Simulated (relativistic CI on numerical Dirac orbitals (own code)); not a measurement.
```
atom Pd  Z=46  charge=2  electrons=44
nucleus A=106  rms_radius_fm=4.5318
hamiltonian dirac-coulomb  breit=on  qed=on  c_scale=1
orbitals kli  potential=per-configuration
slater_scale 1
correlation none
mixing on
configurations
  [Kr] 4d8
  [He] 2s2 2p5 3s2 3p6 3d10 4s2 4p6 4d9
end
absorption L2,3 T=300 lorentz=1.6 gauss=0.5
crystal_field Oh 10Dq=4700
```

Multiplet model: relativistic Dirac–Coulomb–Breit theory, one configuration a step, Slater integrals scaled by 1, 300 K, Voigt broadening (Lorentzian 1.6 eV, Gaussian 0.5 eV full widths), computed with a radial Dirac CI code. Dichroism is for the ground state at zero temperature, magnetised by an exchange field of 10 meV on Sz.

The L₂,₃ X-ray absorption spectrum that results, with the strongest transitions as sticks:

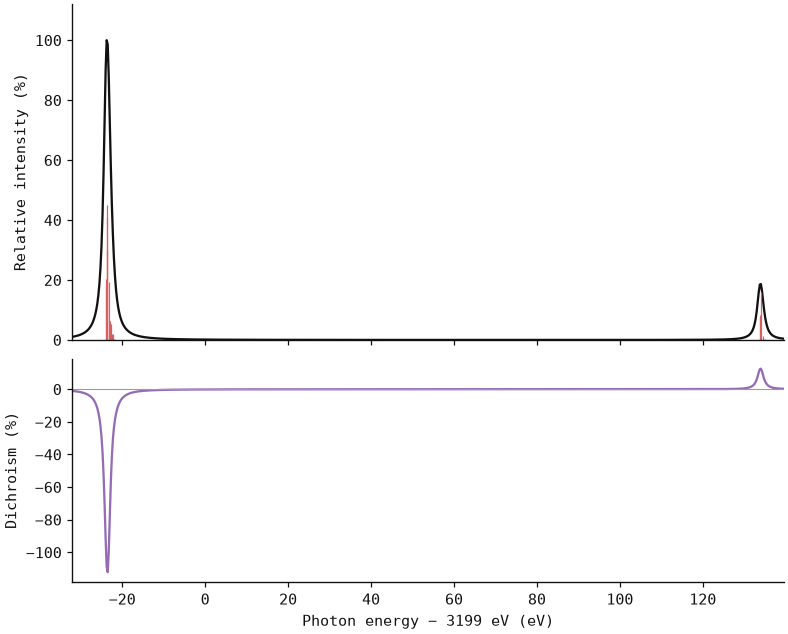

The main maxima lie at 3175.3 eV (100) and 3332.9 eV (19), heights in % of the largest; the centroid is at 3199.2 eV. The lower edge holds 0.85 of the intensity (branching ratio, edges parted at 3255 eV), and the core spin-orbit splitting of the orbitals is 162 eV. The ground state has S = 1.00. The circular dichroism (Δm = −1 less Δm = +1) is largest at 3175.5 eV, −112 % of the isotropic maximum; its integrals over the lower and upper edge are −0.284 and 0.033 of the sum over the three polarisations. The magnetised ground state has ⟨Lz⟩ = −0.98 and ⟨Sz⟩ = −0.94.

Note: free-ion energies, so absolute edge positions are off by a few eV from solids.
